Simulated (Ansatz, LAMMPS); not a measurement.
**Relaxing amorphous 92HfO2-8Al2O3 (mol %) (76 atoms)**

Aim: bring amorphous 92HfO2-8Al2O3 (mol %) (76 atoms) to a nearby minimum of the energy and see what moves.

Method: Kohn-Sham DFT, PBE, PAW (set soft_2), plane waves, in Ansatz 0.2.0.

## Step 1: Set-up

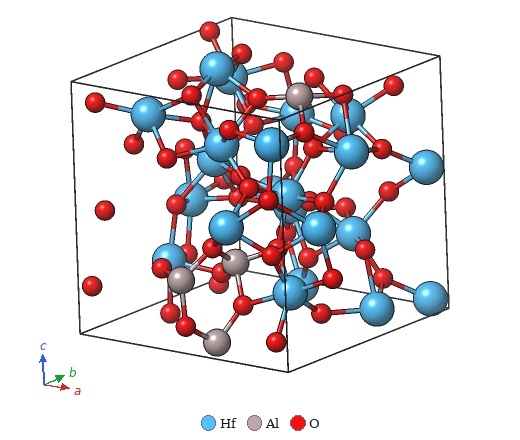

The starting structure, seen slightly off an axis (hafnium blue, aluminium light grey, oxygen red). Bonds to atoms that aren't drawn are left out. Some periodic images of atoms are drawn too.

The cell holds 76 atoms: 22 Hf, 4 Al and 50 O. Its edges and angles: a = 10.052 Å, b = 10.052 Å, c = 10.052 Å, α = 90.0°, β = 90.0°, γ = 90.0°. 76 atoms (22 Zr, 4 Al, 50 O) placed at random at 4.77 g/cm³, melted at 5000 K for 10 ps at fixed volume with the Morse and Coulomb pair potential with partial charges (Pedone, Malavasi, Menziani, Cormack and Segre, J. Phys. Chem. B 110, 11780 (2006)). Quenched from 5000 K to 300 K at 50 K/ps and fixed volume, held 5 ps, then minimised at fixed cell. Then Zr was replaced by Hf (the potential has no terms for the new elements, so the cell is a start for a DFT relaxation).

Limits known from the start: The quench rate of 50 K/ps is orders of magnitude faster than experiment, which tends to freeze in extra defects. The network of bonds at the start is that of the classical potential that made the cell. Only the Γ point is sampled in the main run, in a cell whose shortest periodic width is 10 Å. No spin–orbit coupling is included, so levels derived from the heavy atoms are approximate.

## Step 2: How the cell was made

A classical potential makes the cell, at a small fraction of what the same run would cost in DFT.

This step: classical MD, Morse and Coulomb pair potential with partial charges (Pedone, Malavasi, Menziani, Cormack and Segre, J. Phys. Chem. B 110, 11780 (2006)) (LAMMPS 22 Jul 2025 - Update 4).

Input file in.lmp:

```
# melt-quench of Zr22Al4O50
units metal
atom_style charge
boundary p p p
region box block 0 10.0519 0 10.0519 0 10.0519
create_box 3 box
mass 1 91.2240   # Zr
mass 2 26.9815   # Al
mass 3 15.9990   # O
create_atoms 1 random 22 40971 NULL overlap 1.5 maxtry 2000
create_atoms 2 random 4 40978 NULL overlap 1.5 maxtry 2000
create_atoms 3 random 50 40985 NULL overlap 1.5 maxtry 2000
pair_style hybrid/overlay pedone 5.5 coul/long 8.0
pair_coeff * * coul/long
pair_coeff 1 3 pedone 0.206237 2.479675 2.436997 1   # Zr-O
pair_coeff 2 3 pedone 0.361581 1.900442 2.164818 0.9   # Al-O
pair_coeff 3 3 pedone 0.042395 1.379316 3.618701 22   # O-O
set type 1 charge 2.4
set type 2 charge 1.8
set type 3 charge -1.2
kspace_style pppm 1.0e-4
neigh_modify delay 0 every 1 check yes
thermo_style custom step time temp pe press density
thermo_modify norm yes
timestep 0.002
thermo 100
min_style cg
minimize 1e-4 1e-4 200 2000
reset_timestep 0
velocity all create 5000 40972 mom yes dist gaussian
fix lim all nve/limit 0.05
fix lan all langevin 5000 5000 0.2 40973 zero yes
thermo 500
run 1000 post no
# [... 10 lines left out ...]
thermo 1250
fix md all nvt temp 300 300 0.2
run 2500 post no
unfix md
thermo 100
min_style cg
minimize 0 1e-3 2000 20000
write_dump all custom glass.dump id type xs ys zs modify sort id
```

Run with:

```sh
$ lmp -in in.lmp -log none -nocite
```

Numbers of over 12 decimals in the logs are rounded to 6 here.

Output:

```text
LAMMPS (22 Jul 2025 - Update 4)
Created orthogonal box = (0 0 0) to (10.0519 10.0519 10.0519)
Created 22 atoms
Created 4 atoms
Created 50 atoms
PPPM initialization ...
  G vector (1/distance) = 0.3897722
  grid = 12 12 12
  estimated relative force accuracy = 4.5607501e-05
   Step          Time           Temp          PotEng         Press         Density
         0   0              0              1.9191671      1305732.7      4.76556
        62   0.124          0             -14.718939     -7546.3575      4.76556
Loop time of 0.0246819 s on 1 MPI rank(s) for 62 steps with 76 atoms
Minimization stats:
  Stopping criterion = energy tolerance
[... 36 lines left out ...]
     55000   110            313.88764     -14.972581     -56541.468      4.76556
     55500   111            294.89169     -14.967231     -56495.654      4.76556
Loop time of 0.71927 s on 1 MPI rank(s) for 2500 steps with 76 atoms
   Step          Time           Temp          PotEng         Press         Density
     55500   111            294.89169     -14.967231     -56495.654      4.76556
     55510   111.02         294.89169     -15.011247     -62348.99       4.76556
Loop time of 0.0172552 s on 1 MPI rank(s) for 10 steps with 76 atoms
Minimization stats:
  Stopping criterion = linesearch alpha is zero
  Energy initial, next-to-last, final =
     -14.9672308418295  -15.0112465877886  -15.0112465877886
  Force two-norm initial, final = 12.428973 0.69552455
  Iterations, force evaluations = 10 55
```

Elapsed: 18 s, on 1 thread of Intel Xeon 6975P-C (Granite Rapids), shared host; peak memory 0.063 GiB.

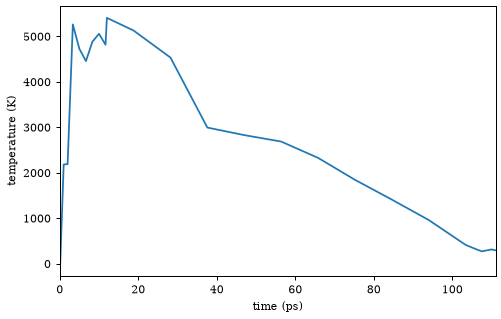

Temperature against time.

## Step 3: Single point at the start

The forces at the start show how far the geometry lies from a minimum of this functional.

Input file input.yaml:

```yaml
crystal:
  lattice:
    - [10.0519, 0.0, 0.0]
    - [0.0, 10.0519, 0.0]
    - [0.0, 0.0, 10.0519]
  atoms:
    - { symbol: Hf, position: [0.72722, 0.77655, 0.31111] }
    - { symbol: Hf, position: [0.65522, 0.47175, 0.527] }
    - { symbol: Hf, position: [0.1823, 0.74733, 0.85574] }
    - { symbol: Hf, position: [0.96775, 0.25992, 0.49886] }
    - { symbol: Hf, position: [0.66967, 0.07024, 0.50469] }
    - { symbol: Hf, position: [0.8289, 0.16569, 0.83371] }
    - { symbol: Hf, position: [0.0785, 0.61125, 0.39002] }
    - { symbol: Hf, position: [0.18294, 0.98102, 0.33718] }
    - { symbol: Hf, position: [0.43241, 0.82061, 0.05108] }
    - { symbol: Hf, position: [0.43716, 0.76602, 0.37841] }
    - { symbol: Hf, position: [0.93862, 0.63585, 0.08063] }
    - { symbol: Hf, position: [0.27218, 0.5172, 0.60174] }
    - { symbol: Hf, position: [0.18815, 0.22812, 0.84002] }
    - { symbol: Hf, position: [0.71198, 0.78863, 0.77372] }
    - { symbol: Hf, position: [0.97764, 0.92201, 0.57541] }
    - { symbol: Hf, position: [0.17853, 0.33844, 0.23158] }
    - { symbol: Hf, position: [0.35716, 0.9268, 0.68883] }
    - { symbol: Hf, position: [0.48653, 0.29323, 0.74932] }
    - { symbol: Hf, position: [0.9329, 0.97386, 0.03459] }
    - { symbol: Hf, position: [0.79028, 0.29573, 0.20834] }
    - { symbol: Hf, position: [0.35483, 0.44869, 0.99083] }
    - { symbol: Hf, position: [0.91348, 0.54634, 0.72252] }
    - { symbol: Al, position: [0.45716, 0.05109, 0.26881] }
    - { symbol: Al, position: [0.71786, 0.48655, 0.92784] }
    - { symbol: Al, position: [0.50907, 0.32328, 0.2779] }
    - { symbol: Al, position: [0.53817, 0.15566, 0.00846] }
    - { symbol: O, position: [0.45916, 0.43572, 0.5859] }
    - { symbol: O, position: [0.06169, 0.29412, 0.6865] }
    - { symbol: O, position: [0.55976, 0.78219, 0.90162] }
    - { symbol: O, position: [0.85777, 0.09721, 0.6354] }
    - { symbol: O, position: [0.16984, 0.40408, 0.43604] }
    - { symbol: O, position: [0.17571, 0.33608, 0.02293] }
    - { symbol: O, position: [0.80452, 0.9053, 0.45744] }
    - { symbol: O, position: [0.49939, 0.01689, 0.10088] }
    - { symbol: O, position: [0.3201, 0.70408, 0.69906] }
    - { symbol: O, position: [0.39288, 0.2379, 0.94461] }
    - { symbol: O, position: [0.29082, 0.63325, 0.42424] }
    - { symbol: O, position: [0.37671, 0.40463, 0.19728] }
    - { symbol: O, position: [0.3186, 0.90468, 0.89563] }
    - { symbol: O, position: [0.57422, 0.9321, 0.64968] }
    - { symbol: O, position: [0.07523, 0.08421, 0.47927] }
    - { symbol: O, position: [0.32759, 0.87202, 0.23046] }
    - { symbol: O, position: [0.51807, 0.17352, 0.37504] }
    - { symbol: O, position: [0.28886, 0.14987, 0.26627] }
    - { symbol: O, position: [0.33778, 0.92427, 0.4803] }
    - { symbol: O, position: [0.30051, 0.40841, 0.78435] }
    - { symbol: O, position: [0.57286, 0.93042, 0.35226] }
    - { symbol: O, position: [0.69912, 0.58514, 0.69445] }
    - { symbol: O, position: [0.64752, 0.40903, 0.33228] }
    - { symbol: O, position: [0.55001, 0.44248, 0.9049] }
    - { symbol: O, position: [0.80449, 0.4643, 0.0856] }
    - { symbol: O, position: [0.63719, 0.25915, 0.6091] }
    - { symbol: O, position: [0.89162, 0.7614, 0.67549] }
    - { symbol: O, position: [0.82384, 0.1565, 0.05272] }
    - { symbol: O, position: [0.07765, 0.81881, 0.41699] }
    - { symbol: O, position: [0.88744, 0.64074, 0.30632] }
    - { symbol: O, position: [0.07806, 0.58552, 0.59716] }
    - { symbol: O, position: [0.59219, 0.25576, 0.13846] }
    - { symbol: O, position: [0.82472, 0.82447, 0.13637] }
    - { symbol: O, position: [0.80877, 0.95276, 0.86485] }
    - { symbol: O, position: [0.102, 0.54751, 0.19353] }
    - { symbol: O, position: [0.14056, 0.89505, 0.70395] }
    - { symbol: O, position: [0.34155, 0.13828, 0.71266] }
    - { symbol: O, position: [0.54569, 0.72445, 0.20069] }
    - { symbol: O, position: [0.79698, 0.18244, 0.38508] }
    - { symbol: O, position: [0.05019, 0.02085, 0.19167] }
    - { symbol: O, position: [0.04773, 0.80226, 0.00203] }
    - { symbol: O, position: [0.60693, 0.66701, 0.44886] }
    - { symbol: O, position: [0.62114, 0.17122, 0.85949] }
    - { symbol: O, position: [0.80855, 0.64007, 0.90835] }
    - { symbol: O, position: [0.05892, 0.58017, 0.86906] }
    - { symbol: O, position: [0.82172, 0.37753, 0.82799] }
    - { symbol: O, position: [0.31783, 0.65094, 0.9931] }
    - { symbol: O, position: [0.98247, 0.31531, 0.28782] }
    - { symbol: O, position: [0.86058, 0.43466, 0.54385] }
    - { symbol: O, position: [0.02686, 0.10961, 0.89303] }
kpoints:
  mp_grid: { grid: [1, 1, 1] }
hamiltonian:
  xc: pbe
scf:
  occupations: { method: fermi_dirac, width: 0.025 }
output:
  forces: true
```

Run with:

```sh
$ ansatz run input.yaml --threads 4 --pin off --max-ram 8192MiB --backend cpu --events-out ev --progress --plain --runs-dir out
```

Output:

```text
Engine: ansatz 0.2.0, x86_64-unknown-linux-gnu
Pseudopotentials: kind: paw
Pseudopotential: Hf, paw, valence charge 26, recommended cutoff 420 eV (normal), Hf.paw.azcp
Pseudopotential: Al, paw, valence charge 3, recommended cutoff 420 eV (normal), Al.paw.azcp
Pseudopotential: O, paw, valence charge 6, recommended cutoff 420 eV (normal), O.paw.azcp
Functional definition: PBE
  parameter kappa = 0.804
  parameter beta = 0.066725
  exchange = pbe_x(kappa = kappa, mu = beta*pi^2/3)
  correlation = pbe_c(beta = beta)
Crystal: 76 atoms, lattice volume = 1015.651 Å³
Basis set: ecut = 420 eV, 19933 PW (Γ), exchange–correlation on 144×144×144 points (8 copies of the dense FFT grid, shifted against one another)
Bands: 518, of which v1, the nominal top of the filled ones, is band 442 counted from 1 (441 counted from 0)
Symmetry: 1 space group operations
Space group: P1 (ITA 1), of the structure as read, at distance tolerance 1.0e-4 Å
k-points: 1
Non-local potential: Hf, projectors of the file, l = 0: 3, l = 1: 2, l = 2: 2, l = 3: 3
Non-local potential: Al, projectors of the file, l = 0: 2, l = 1: 2, l = 2: 1
Non-local potential: O, projectors of the file, l = 0: 2, l = 1: 2, l = 2: 1
PAW form: soft (Blöchl's): semilocal exchange-correlation on the pseudo side does not see the compensation charge
PAW one-centre angular grid: Hf, 590 points (default); XC on 64 Gauss nodes
PAW one-centre angular grid: Al, 110 points (default); XC on 64 Gauss nodes
PAW one-centre angular grid: O, 110 points (default); XC on 64 Gauss nodes
Initial density: superposition of atomic densities (neutral atoms: chi_scale 0, normalization atom), corrected by the library's trained network
Initial wavefunctions: pseudopotential atomic-orbital guess
Functional: x = pbe(κ = 0.804, μ = 0.219515), c = pbe(β = 0.066725)
SCF iter   1: F=—  HF=-376511.112715 eV  |F-HF|=—  |Δ(HF+E_count)|=         —  Δρ=3.79e-3  dr2=1.54e-1  ethr=1.77e-3  ⟨swp⟩=4.0  Hψ=1616  notcnv=0  defer=45
preconditioner: auto → Resta (q_TF=auto, 2.666 Å⁻¹)  ε∞=5.0  [insulator: Δε(μ)=3.597 eV  Ē_g=16.933 eV  σ=0.025 eV  W_gap=1.00  n_scr=340 (ndim 8)  ℏωp=33.8 eV  f_vac=0.132  D(μ)=0.00/eV (n_scr^D=0)  ε∞_Penn≈5.0]
SCF iter   2: F=—  HF=-376511.096736 eV  |F-HF|=—  |Δ(HF+E_count)|=   1.60e-2  Δρ=1.89e-3  dr2=3.17e-2  ethr=1.75e-5  ⟨swp⟩=2.0  Hψ=954  notcnv=0  defer=72
SCF iter   3: F=—  HF=-376511.097485 eV  |F-HF|=—  |Δ(HF+E_count)|=   7.49e-4  Δρ=8.18e-4  dr2=9.80e-3  ethr=3.58e-6  ⟨swp⟩=2.0  Hψ=765  notcnv=0  defer=67
automatic band count: iteration 3 solves 513 bands in place of 518: the levels show a gap, and the empty bands left out lie too high to hold charge; the band table lists the bands solved (type scf.n_extra_bands for more)
SCF iter   4: F=—  HF=-376511.097490 eV  |F-HF|=—  |Δ(HF+E_count)|=   4.85e-6  Δρ=2.54e-4  dr2=8.38e-4  ethr=1.11e-6  ⟨swp⟩=2.0  Hψ=755  notcnv=0  defer=67
SCF iter   5: F=—  HF=-376511.097612 eV  |F-HF|=—  |Δ(HF+E_count)|=   1.22e-4  Δρ=1.51e-4  dr2=2.51e-4  ethr=9.48e-8  ⟨swp⟩=2.0  Hψ=887  notcnv=0  defer=67
SCF iter   6: F=—  HF=-376511.097631 eV  |F-HF|=—  |Δ(HF+E_count)|=   1.91e-5  Δρ=4.58e-5  dr2=2.44e-5  ethr=2.84e-8  ⟨swp⟩=2.0  Hψ=878  notcnv=0  defer=67
SCF iter   7: F=—  HF=-376511.099382 eV  |F-HF|=—  |Δ(HF+E_count)|=   1.75e-3  Δρ=2.95e-5  dr2=9.25e-6  ethr=2.76e-9  ⟨swp⟩=2.0  Hψ=952  notcnv=0  defer=67
SCF iter   8: F=—  HF=-376511.099384 eV  |F-HF|=—  |Δ(HF+E_count)|=   2.63e-6  Δρ=1.21e-5  dr2=1.66e-6  ethr=1.05e-9  ⟨swp⟩=2.0  Hψ=888  notcnv=0  defer=67
SCF iter   9: F=—  HF=-376511.099385 eV  |F-HF|=—  |Δ(HF+E_count)|=   1.10e-6  Δρ=4.81e-6  dr2=2.69e-7  ethr=1.87e-10  ⟨swp⟩=2.0  Hψ=888  notcnv=0  defer=67
SCF iter  10: F=—  HF=-376511.099386 eV  |F-HF|=—  |Δ(HF+E_count)|=   1.70e-7  Δρ=3.49e-6  dr2=1.20e-7  ethr=1.13e-11  ⟨swp⟩=4.0  Hψ=1707  notcnv=0
SCF iter  11: F=-376511.099386 eV  HF=-376511.099386 eV  |F-HF|=7.92e-9  |Δ(HF+E_count)|=   2.48e-8  Δρ=1.23e-6  dr2=1.83e-8  ethr=1.13e-11  ⟨swp⟩=4.0  Hψ=1698  notcnv=0
SCF 1 converged in 11 iterations: F = -376511.099386 eV  dr2 = 1.83e-8
  greatest PAW one-centre occupation: 0.999 electrons in one spin orbital (limit 2), on the Hf atom at site 8 (counted from 0), in its partial waves of l = 0
SCF converged after 11 iterations
Free energy (F): -376511.099386 eV
Harris-Foulkes:  -376511.099386 eV  (|F-HF|=7.92e-9)
Internal energy: -376511.099386 eV  (E = F + TS)
E sigma→0 (E₀):  -376511.099386 eV
Fermi energy:    12.344848 eV
--- Per-component energies (eV) ---
  E_band       = -3083.755470
  E_kinetic    = 18034.395017
  E_local      = -165291.921672  (includes V_loc(G=0)·N_el)
  E_nonlocal   = -24918.421762
  E_hartree    = 75074.991333
  E_xc         = -10421.126725
  E_vxc        = -10641.704037  (∫ρ·V_xc dr)
  E_paw        = -162154.310505  (= ΣΔE_a)
  E_vpaw       = 29583.797885  (= ΣTr[D̂ρ^β])
  E_aug_tail   = 0.123208  (compensation charges beyond the density's cutoff)
  E_ewald      = -106834.828281
  E_smearing   = -0.000000  (= −TS)
  E_closure    = -0.000000  (closes the sum)
  Σ components = -376511.099386   (vs F -376511.099386, Δ=0.00e0)
--- Forces (eV/Å), atoms counted from 1 ---
  atom   1  Hf     1.05739284     0.30468655    -0.08829866
  atom   2  Hf     0.03129380     0.21871250     0.41896114
  atom   3  Hf    -0.83050278    -0.41314774    -0.27399237
  atom   4  Hf     0.40313267    -0.13929574     0.18686940
  atom   5  Hf    -0.18011013     0.18683333    -0.55201403
  atom   6  Hf    -0.04346751     0.75471968    -0.69627966
  atom   7  Hf    -0.80940717     0.74259416    -0.38410239
  atom   8  Hf    -1.79231440     0.78063822    -1.28339600
  atom   9  Hf     1.17367817    -0.56564108    -1.51408411
  atom  10  Hf    -0.50479502    -0.35860851     0.29392077
  atom  11  Hf     0.18187118     0.77411839     0.38891104
  atom  12  Hf     0.16675668     0.97948041     0.20500354
  atom  13  Hf    -1.47648365    -0.46606394    -0.78960802
  atom  14  Hf    -1.60403953     1.09739413     0.71408963
[...]
atom  75  O     -0.18178542    -0.14656445    -0.06261321
  atom  76  O      0.43837804     0.39433571    -0.10685322
  max |Σ_I F_I| component: 6.69e-5 eV/Å
```

Run time: 11 s. Hardware: 4 threads of Intel Xeon 6975P-C (Granite Rapids), shared host; peak memory 1.7 GiB; 40 s of CPU time.

Numbers from this run:

* free energy: -376511.0994 eV
* free energy per atom: -4954.0934 eV/atom
* SCF cycles: 11
* r.m.s. force component: 0.478 eV/Å
* longest force: 2.339 eV/Å
* Fermi energy: 12.34 eV

The r.m.s. force component of 0.48 eV/Å sets the starting point.

Neighbours are counted within 2.82 Å (O-Hf), 2.19 Å (O-Al).

Length of the force by element and coordination:

```csv
element,coordination,atoms,mean length of the force (eV/Å),spread,least,most
Al,all,4,0.744,0.164,0.610,1.02
Hf,all,22,1.11,0.577,0.466,2.34
Hf,6,17,1.22,0.600,0.474,2.34
Hf,7,5,0.725,0.221,0.466,1.07
O,all,50,0.474,0.285,0.0799,1.10
O,2,3,0.635,0.12,0.472,0.756
O,3,41,0.466,0.301,0.0799,1.10
O,4,6,0.453,0.188,0.203,0.802
```

(Part 1 of 4 ends here.)

[Logs are printed without paths, hosts, clocks, repeated set-up lines and the standing remarks that a program may print on its own settings, such as how far it seeks lower states.]

[Hosts, paths, dates, database ids (printed as entryN), source tags and the programs' standing remarks are cut or masked in the printed files.]
